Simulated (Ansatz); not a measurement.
Generalised stacking fault of MgS (rock salt) on the {100} plane. The cell below holds the perfect crystal with the plane normal along z; tilting its third vector by the shift puts one fault into each cell, between planes 2.61 Å apart, at fixed cell height.

```
MgS
1.0
    3.69792     0.00000     0.00000
    0.00000     3.69792     0.00000
    1.84896     1.84896     7.84448
S Mg
3 3
Direct
  0.00000   0.00000   0.83333
  0.33333   0.33333   0.16667
  0.66667   0.66667   0.50000
  0.50000   0.50000   0.83333
  0.83333   0.83333   0.16667
  0.16667   0.16667   0.50000
```

In-plane vectors a = (3.698, 0.000) Å, b = (0.000, 3.698) Å, area 13.67 Å². The shift is s times the vector a (length 3.698 Å), so s = 1 restores the start. The shift is rigid: no atom relaxes. γ = [E(shift) − E(0)] / area.

Calculation: PBE (plane waves to 420 eV, PAW, scalar-relativistic; Ansatz, a first-principles code). k mesh 8×8×8 (Γ-centred), Fermi-Dirac smearing 0.05 eV. Energies are extrapolated to zero smearing. Compression counts positive. Faults lie only 7.8 Å apart, and holding the cell height and the atoms raises γ above its relaxed value. MgS was relaxed with its symmetry unable to fall. γ is measured from zero shift.

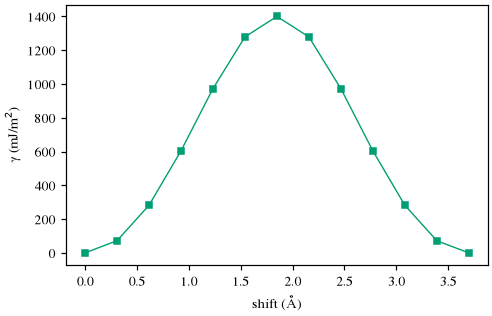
*γ (mJ/m²) against shift (Å); computed points joined by lines (the last repeats the first, one period on).*

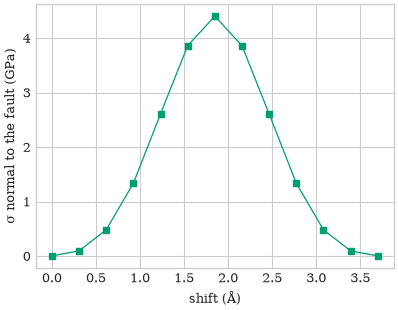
Figure. σ normal to the fault (GPa) against shift (Å); markers are the computed points, lines only join them (the last repeats the first, one period on).

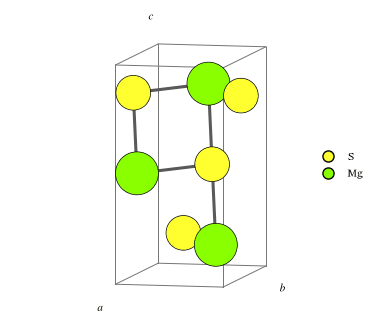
*The cell of the calculation at s = 0.500.*

The steepest slope dγ/d(shift) before the first maximum (spline) is 12 GPa and the highest computed γ on the line comes out as 1400 mJ/m². Position of the highest point: s = 0.500. Local minima between the ends: no computed point is one.

A slope of 1 mJ/m² per Å is 0.01 GPa.

(The slope of γ gives the shear force per area between the displaced halves; near zero shift its curvature is an elastic stiffness.)
